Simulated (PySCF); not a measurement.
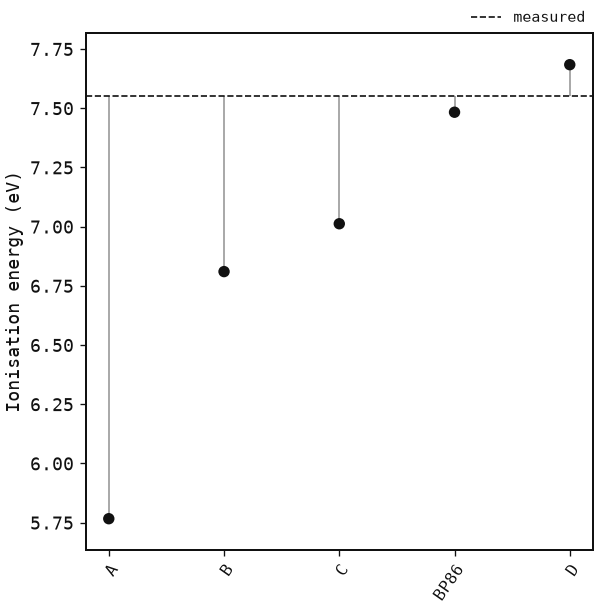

The ionisation energy of neutral tantalum ([Xe] 4f¹⁴ 5d³ 6s² → [Xe] 4f¹⁴ 5d³ 6s) by several methods, in rising order. PySCF, cc-pVDZ-PP with a 60-electron core potential, unrestricted single determinants, no spin-orbit coupling. Methods marked “valence” freeze 8 core electrons. The lettered entries are HF, M06-L, MP2 valence and SCS-MP2 valence in some order.

Match the letters to the methods.

A is HF (5.77 eV); B is MP2 valence (6.81 eV); C is SCS-MP2 valence (7.01 eV); D is M06-L (7.68 eV). The values run from 5.77 eV (HF) to 7.68 eV (M06-L). The measured value is 7.55 eV; nearest to it come BP86 (−0.07) and M06-L (+0.13), furthest HF (−1.78 eV).

Limits of the model: spin-orbit shift not estimated.
